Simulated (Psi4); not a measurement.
**CH5Si (SMILES C[SiH2]): U-wB97X/aug-cc-pVDZ**

What is the vertical doublet–quartet gap of CH5Si at U-wB97X/aug-cc-pVDZ? 

The calculation is run with Psi4 1.11.

### 1 Starting point

CH5Si has 7 atoms, charge 0, and is taken as a doublet. As SMILES, `C[SiH2]`. The shape is that of a PBE0-D4/def2-TZVP optimisation.

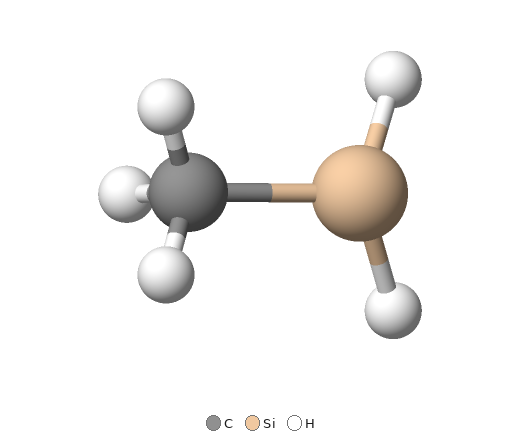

Viewed from a chosen angle; carbon grey, silicon light orange, hydrogen white.

### 2 The energy at U-wB97X/aug-cc-pVDZ

Contents of input.json:

```json
{
 "schema_name": "qcschema_input",
 "schema_version": 1,
 "molecule": {
  "schema_name": "qcschema_molecule",
  "schema_version": 2,
  "symbols": ["C", "Si", "H", "H", "H", "H", "H"],
  "geometry": [-0.23168042, -1.51782802, 0.17990193, 0.33296974, 1.95548859, 0.593374, -0.38701591, -1.99347209, -1.82660927, 1.32129651, -2.61405815, 0.98171272, -1.97873223, -2.09324963, 1.11399355, -1.79807441, 3.48919032, -0.42651119, 2.74123672, 2.77411795, -0.61605072],
  "molecular_charge": 0,
  "molecular_multiplicity": 2,
  "fix_symmetry": "c1",
  "fix_com": true,
  "fix_orientation": true
 },
 "driver": "energy",
 "model": {
  "method": "wb97x",
  "basis": "aug-cc-pVDZ"
 },
 "keywords": {
  "reference": "uks",
  "puream": true,
  "e_convergence": 1e-09,
  "d_convergence": 1e-08,
  "scf_type": "pk",
  "dft_radial_points": 99,
  "dft_spherical_points": 590,
  "maxiter": 200
 }
}
```

Command:

```sh
$ psi4 --qcschema input.json -n 1 --memory 1600MB
```

stdout:

```text
[...]
  Running in c1 symmetry.
[...]
  Nuclear repulsion =   55.683077169544077
[...]
  Multiplicity = 2
[...]
  Nalpha       = 13
  Nbeta        = 12
[...]
    Number of basis functions: 95
[...]
   @UKS iter   1:  -330.38756646864198   -4.87548e-01   5.43742e-03 ADIIS/DIIS
[...]
   @UKS iter  12:  -330.53367453687190   -3.29692e-12   3.65551e-09 DIIS
[...]
   @S^2 Observed:                7.517931769E-01
[...]
    Orbital Energies [Eh]
    ---------------------
    Alpha Occupied:
       1A    -66.139545     2A    -10.264583     3A     -5.385509
       4A     -3.744667     5A     -3.740402     6A     -3.740053
       7A     -0.838463     8A     -0.635449     9A     -0.525591
      10A     -0.523153    11A     -0.440304    12A     -0.434711
      13A     -0.295977
    Alpha Virtual:
      14A      0.039964    15A      0.052928    16A      0.060025
      17A      0.060674    18A      0.081291    19A      0.092718
      20A      0.093408    21A      0.097446    22A      0.140381
      23A      0.143665    24A      0.158709    25A      0.161579
[...]
  @UKS Final Energy:  -330.53367453687190
   => Energetics <=
    Nuclear Repulsion Energy =             55.6830771695440774
    One-Electron Energy =                -565.5729345550778362
    Two-Electron Energy =                 199.8964106775273137
    DFT Exchange-Correlation Energy =     -20.5402278288653726
    Empirical Dispersion Energy =           0.0000000000000000
    VV10 Nonlocal Energy =                  0.0000000000000000
    Total Energy =                       -330.5336745368718425
[...]
 Multipole Moments:
 ------------------------------------------------------------------------------------
     Multipole            Electronic (a.u.)      Nuclear  (a.u.)        Total (a.u.)
 ------------------------------------------------------------------------------------
 L = 1.  Multiply by 2.5417464519 to convert [e a0] to [Debye]
 Dipole X            :         -3.2269935            3.1702045           -0.0567890
 Dipole Y            :        -18.1773620           17.8324005           -0.3449615
 Dipole Z            :         -8.6748678            8.6131827           -0.0616852
 Magnitude           :                                                    0.3550049
[...]
```

The result, in JSON:

```text
{
 "driver": "energy",
 "model": {
  "method": "wb97x",
  "basis": "aug-cc-pVDZ"
 },
 "success": true,
 "return_result": -330.5336745368719,
 "properties": {
  "calcinfo_nbasis": 95,
  "calcinfo_nmo": 95,
  "calcinfo_nalpha": 13,
  "calcinfo_nbeta": 12,
  "calcinfo_natom": 7,
  "nuclear_repulsion_energy": 55.68307716954408,
  "return_energy": -330.5336745368719,
  "scf_one_electron_energy": -565.5729345550778,
  "scf_two_electron_energy": 199.8964106775273,
  "scf_xc_energy": -20.540227828865373,
  "scf_dipole_moment": [-0.056788964205494175, -0.34496148209881383, -0.06168516206424712],
  "scf_total_energy": -330.5336745368719,
  "scf_iterations": 12
 }
}
```

Run time: 35 s. Hardware: 1 thread of Intel Xeon Platinum 8488C (Sapphire Rapids), shared host; peak memory 0.91 GiB.

### 3 The quartet: energy and gradient at U-wB97X/aug-cc-pVDZ

Contents of job.py:

```python
import psi4

psi4.set_memory('1600 MB')
psi4.set_num_threads(1)
psi4.core.set_output_file('output.dat', False)

molecule = psi4.geometry("""
0 4
C     -0.122600    -0.803200     0.095200
Si     0.176200     1.034800     0.314000
H     -0.204800    -1.054900    -0.966600
H      0.699200    -1.383300     0.519500
H     -1.047100    -1.107700     0.589500
H     -0.951500     1.846400    -0.225700
H      1.450600     1.468000    -0.326000
symmetry c1
""")

options = {'basis': 'aug-cc-pVDZ', 'reference': 'uks', 'puream': True, 'e_convergence': 1e-09, 'd_convergence': 1e-08, 'scf_type': 'pk', 'dft_radial_points': 99, 'dft_spherical_points': 590, 'maxiter': 200}
psi4.set_options(options)

result, w = psi4.gradient("wb97x", molecule=molecule, return_wfn=True)
psi4.oeprop(w, "LOWDIN_CHARGES", "QUADRUPOLE", "DIPOLE")
print('gradient / Eh bohr^-1')
print(result.np.round(6))
print(f'energy = {w.energy():.10f} Eh')
```

Command:

```sh
$ python job.py
```

output.dat:

```text
[...]
  Running in c1 symmetry.
[...]
  Nuclear repulsion =   55.683077117445883
[...]
  Multiplicity = 4
[...]
  Nalpha       = 14
  Nbeta        = 11
[...]
    Number of basis functions: 95
[...]
   @UKS iter   1:  -329.98703378656944   -8.70153e-02   6.43759e-03 ADIIS/DIIS
[...]
   @UKS iter  32:  -330.21835844961885   -3.78009e-11   8.37201e-09 DIIS
[...]
   @S^2 Observed:                3.757482824E+00
[...]
  @UKS Final Energy:  -330.21835844961885
   => Energetics <=
    Nuclear Repulsion Energy =             55.6830771174458832
    One-Electron Energy =                -564.1707920785014494
    Two-Electron Energy =                 198.7303598468098187
    DFT Exchange-Correlation Energy =     -20.4610033353731069
    Empirical Dispersion Energy =           0.0000000000000000
    VV10 Nonlocal Energy =                  0.0000000000000000
    Total Energy =                       -330.2183584496189042
[...]
  -Total Gradient:
     Atom            X                  Y                   Z
    ------   -----------------  -----------------  -----------------
       1       -0.001910970770    -0.013455445843     0.013726515374
       2        0.004178466502     0.039695189108    -0.067956059391
       3        0.000654098176     0.002201411201     0.007790787004
       4       -0.005350119120     0.001386983051    -0.004948909623
       5        0.005216959197    -0.000392156289    -0.005461868989
       6        0.047594169765    -0.022337770734     0.026294169185
       7       -0.050356605315    -0.006951609766     0.030669366206
[...]
 Multipole Moments:
 ------------------------------------------------------------------------------------
     Multipole            Electronic (a.u.)      Nuclear  (a.u.)        Total (a.u.)
 ------------------------------------------------------------------------------------
 L = 1.  Multiply by 2.5417464519 to convert [e a0] to [Debye]
 Dipole X            :          0.3807255           -0.4025339           -0.0218083
 Dipole Y            :          2.1436671           -2.1903070           -0.0466399
 Dipole Z            :          1.0567362           -1.3721925           -0.3154564
 Magnitude           :                                                    0.3196304
 L = 2.  Multiply by 1.3450342976 to convert [e a0^2] to [Debye ang]
 Quadrupole XX       :        -41.5290394           18.0371296          -23.4919098
 Quadrupole XY       :        -10.9025383           11.7897685            0.8872302
[...]
```

On the terminal:

```text
gradient / Eh bohr^-1
[[-0.001911 -0.013455  0.013727]
 [ 0.004178  0.039695 -0.067956]
 [ 0.000654  0.002201  0.007791]
 [-0.00535   0.001387 -0.004949]
 [ 0.005217 -0.000392 -0.005462]
 [ 0.047594 -0.022338  0.026294]
 [-0.050357 -0.006952  0.030669]]
energy = -330.2183584496 Eh
```

Wall time 95 s (1 thread of Intel Xeon Platinum 8488C (Sapphire Rapids), shared host); peak memory 0.91 GiB.

### 4 Results

At U-wB97X/aug-cc-pVDZ:

| quantity | value |
| --- | --- |
| doublet: total energy | -330.53367 Eh |
| doublet: dipole moment | 0.90 D |
| doublet: HOMO energy (highest over α and β) | -8.05 eV |
| doublet: LUMO energy (lowest over α and β) | -0.87 eV |
| doublet: ⟨S²⟩ | 0.752 |
| quartet: total energy | -330.21836 Eh |
| quartet: dipole moment | 0.81 D |
| quartet: HOMO energy (highest over α and β) | -3.52 eV |
| quartet: ⟨S²⟩ | 3.757 |
| quartet: largest force on an atom | 4.053 eV/Å |
| vertical energy of the quartet above the doublet | 8.580 eV |

What this shows: At this shape the quartet lies 8.58 eV (198 kcal/mol) above the doublet.
